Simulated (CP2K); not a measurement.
# triplet Si2H5OF at PM3

Wanted: a single-point energy of triplet Si2H5OF. 

Program for the calculation: CP2K 2026.2.

2 further runs of the same task are left out: 2 set aside as unsound or not needed.

## Step 1: The system as given

The species is Si2H5OF (9 atoms), meant as a triplet with charge 0. SMILES of the parent species: `O[SiH](F)[SiH3]`. The coordinates come from a PBE0-D4/def2-TZVP relaxation. This is one conformer, not always the lowest. That shape belongs to the parent species and isn't relaxed for this state.

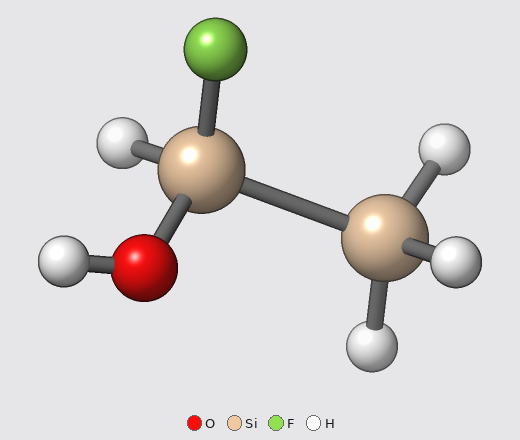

The structure, seen from a chosen angle (oxygen red, silicon light orange, fluorine green, hydrogen white).

## Step 2: A single-point energy at PM3

Input file mol.inp:

```
&GLOBAL
   PROJECT mol
   RUN_TYPE ENERGY
   PRINT_LEVEL MEDIUM
&END GLOBAL

&FORCE_EVAL
   METHOD QUICKSTEP
   &DFT
      MULTIPLICITY 3
      LSD T
      &QS
         METHOD PM3
         EPS_DEFAULT 1.0E-10
         &SE
            &COULOMB
               CUTOFF [angstrom] 50
               RC_RANGE [angstrom] 0
            &END COULOMB
            &EXCHANGE
               CUTOFF [angstrom] 50
               RC_RANGE [angstrom] 0
            &END EXCHANGE
         &END SE
      &END QS
      &POISSON
         PERIODIC NONE
         POISSON_SOLVER ANALYTIC
      &END POISSON
      &SCF
         SCF_GUESS ATOMIC
         EPS_SCF 1.0E-06
         MAX_SCF 150
         ADDED_MOS 4
         &DIAGONALIZATION
            ALGORITHM STANDARD
         &END DIAGONALIZATION
         &MIXING
            METHOD DIRECT_P_MIXING
            ALPHA 0.4
         &END MIXING
      &END SCF
      &PRINT
         &MOMENTS
            PERIODIC F
            REFERENCE COM
            MAX_MOMENT 1
         &END MOMENTS
         &MO ON
            ENERGIES T
            OCCUPATION_NUMBERS T
            NDIGITS 6
            &EACH
               QS_SCF 0
            &END EACH
            ADD_LAST NUMERIC
         &END MO
         &HIRSHFELD OFF
         &END HIRSHFELD
      &END PRINT
   &END DFT
   &SUBSYS
      &CELL
         ABC 13.8 12.6 14.6
         PERIODIC NONE
      &END CELL
      &COORD
         O      6.404450     5.584100     9.024200
         Si     5.965450     6.034300     7.513800
         F      5.021350     7.328700     7.575500
         Si     7.931950     6.566000     6.364400
         H      5.746450     5.189300     9.599100
         H      5.132350     4.979500     6.875500
         H      7.595650     7.055500     5.000900
         H      8.778650     5.349700     6.242200
         H      8.684750     7.620500     7.092300
      &END COORD
   &END SUBSYS
&END FORCE_EVAL
```

Launch:

```sh
OMP_NUM_THREADS=1 cp2k.psmp -i mol.inp > mol.out 2>&1
```

Standard output:

```text
CP2K| version string:                                       CP2K version 2026.2
[...]
 GLOBAL| Method name                                                        CP2K
[...]
 GLOBAL| Run type                                                         ENERGY
[...]
                             - Atoms:                                          9
[...]
                             - Spherical basis functions:                     21
[...]
 Number of electrons:                                                         14
[...]
     1 P_Mix/Diag. 0.40E+00    0.0     0.41909089       -30.9385596041 -3.09E+01
[...]
    27 DIIS/Diag.  0.10E-06    0.0     0.00000067       -35.1269867757 -1.20E-12
  *** SCF run converged in    27 steps ***
  Core-core repulsion energy [eV]:                           1316.68738106561295
  Core Hamiltonian energy [eV]:                             -1576.86821750433205
  Two-electron integral energy [eV]:                        -1391.34616887547986
  Electronic energy [eV]:                                   -2272.54130194207164
  Total energy [eV]:                                         -955.85392087645903
  Atomic reference energy [eV]:                               951.90153051652726
  Heat of formation [kcal/mol]:                               -91.14429416688674
[...]
 SE_DIPOLE| Moment [Debye]          0.72064791       1.16305342      -0.23048248
 SE_DIPOLE| Derivative [a.u.]       0.00000000       0.00000000       0.00000000
 ENERGY| Total FORCE_EVAL ( QS ) energy [hartree]            -35.126986775652576
[...]
```

Run time: 0.32 s. Hardware: 1 thread of Arm Neoverse V1, shared host.

## Step 3: Summary of results

At PM3:

```
                          quantity           value
                      total energy    -35.12699 Eh
                     dipole moment          1.39 D
HOMO energy (highest over α and β)        -6.87 eV
 LUMO energy (lowest over α and β)        -3.65 eV
                 heat of formation  -91.1 kcal/mol
```
